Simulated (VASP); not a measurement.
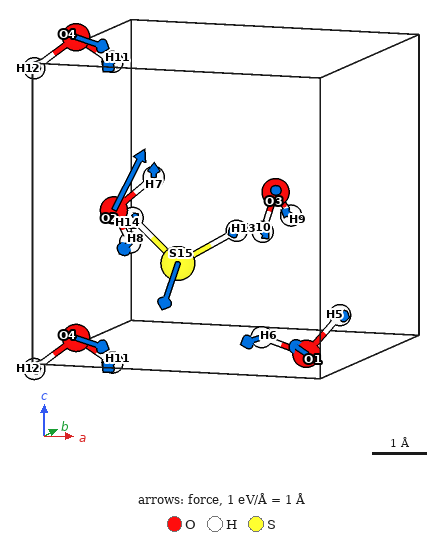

Starting geometry of an amorphous cell of composition H₁₀SO₄ with the computed forces as blue arrows. The picture is a ball-and-stick view of the cell of the calculation, seen slightly off an axis.

The run lets the atoms move in a fixed cell.

These are results of Kohn-Sham DFT of a periodic cell, PBE, VASP PAW PBE potentials, recommended in VASP, not measurements.

Input
```
SYSTEM = H10SO4
PREC = Accurate ; ENCUT = 520
EDIFF = 1E-7 ; ISMEAR = -1
SIGMA = 0.02 ; LREAL = Auto
LASPH = .True. ; NELM = 80
ALGO = Fast ; ISIF = 2
LWAVE = .False. ; LCHARG = .False.
GGA = PE ; IBRION = 2
NSW = 35 ; EDIFFG = -0.3
```

Run as
```bash
cat potpaw_PBE.64/O/POTCAR potpaw_PBE.64/H/POTCAR potpaw_PBE.64/S/POTCAR > POTCAR
mpirun -np 1 vasp_gam > vasp.out
```

### Is this structure relaxed? If not, where do the atoms go?

It isn't relaxed: the largest force vector, on S15, is 1.41 eV/Å. The final displacements follow the starting forces only in part (cosine between the two patterns 0.44). H9 moves most: 0.76 Å along [−1 −1 1]. By element the largest moves are H 0.76 Å, O 0.60 Å, S 0.31 Å. The cell stays as it was. Near-neighbour distances that change, for instance: O2–H8 0.969 → 0.981 Å, H13–S15 1.339 → 1.349 Å, O1–H5 0.969 → 0.974 Å, H14–S15 1.339 → 1.344 Å. Bond angles that change, for instance: H9–O3–H10 104.0° → 100.4°, H11–O4–H12 104.0° → 101.5°. After 33 geometry steps the energy has fallen by 1.212 eV per cell of the calculation. Largest force component: 1.2 eV/Å at the start, 0.24 eV/Å at the end.

Limits of the set-up: the periodic images lie only 5.6 Å apart, so the values are limited by the cell's size.
